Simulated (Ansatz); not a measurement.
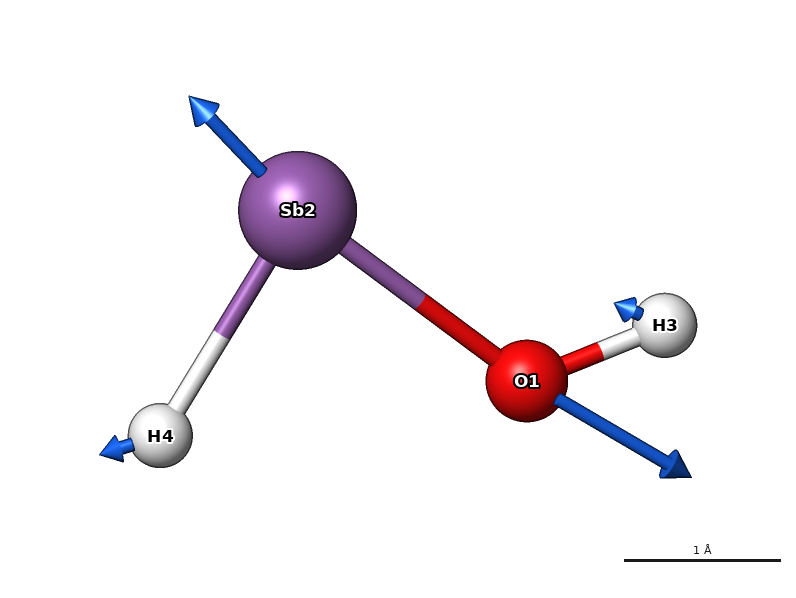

Arrows show the forces on the atoms, 0.4 Å of arrow for 1 eV/Å; forces under a tenth of the largest aren't drawn. State: neutral, doublet. Level of theory: BLYP-D4/def2-TZVPP (Ansatz 0.2.0).

### On which atom is the force largest, and how large is it?

On O1: 2.63 eV/Å.

### Which bond do the forces act along most?

O1–Sb2, now 1.918 Å: the forces push its atoms apart, so a first step downhill lengthens it.

List the force components in the frame of the picture (x right, y up, z towards the viewer), in eV/Å.

```
atom     Fx     Fy     Fz
  O1   2.16  −1.27  −0.80
 Sb2  −1.19   1.25   0.50
  H3  −0.43   0.19   0.20
  H4  −0.55  −0.17   0.09
```
